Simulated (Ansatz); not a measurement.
Starting cell, Bi₂Te₃ (Bi2Te3 type, space group R-3m):

```
Bi2Te3
1.0
    2.19356     1.26645    10.09527
   -2.19356     1.26645    10.09527
    0.00000    -2.53291    10.09527
Bi Te
2 3
Direct
  0.40015   0.40015   0.40015
  0.59985   0.59985   0.59985
  0.00000   0.00000   0.00000
  0.20935   0.20935   0.20935
  0.79065   0.79065   0.79065
```

In this cell atom 5 (Te, nearest neighbour Bi at 3.068 Å; its periodic images, 4.4 Å or more away, move with it) is moved by s towards the nearest neighbour, unit vector (-0.715, 0.413, -0.564); all other atoms and the cell stay fixed.

All values below come from PBE-D3(BJ) (plane waves to 420 eV, PAW, scalar-relativistic; Ansatz, a quantum-chemistry and plane-wave program). k mesh 7×7×7 (Γ-centred), Fermi-Dirac smearing 0.05 eV. E stands for the smeared free energy. As the smearing reaches across the gap at some points, energies and forces of such displacements shift with the k mesh and the smearing. Bi2Te3 was relaxed with its symmetry unable to fall. Spin-orbit coupling is left out, though Bi and Te are heavy. ΔE is measured from the undisplaced structure.

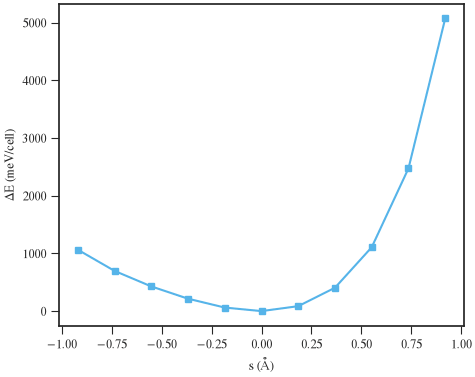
Figure: ΔE (meV/cell) against s (Å); markers are the computed points, lines only join them.

Q: Is the energy the same for displacements of ±0.920 Å, and if not, which side lies higher?

A: Not even: the positive side lies higher at ±0.920 Å.

Q: What is the energy change at s = 0.920 Å?

A: About 5100 meV/cell.

(For displaced atoms, the force is minus the slope of the energy, and its curvature is a force constant, which sets phonon frequencies.)
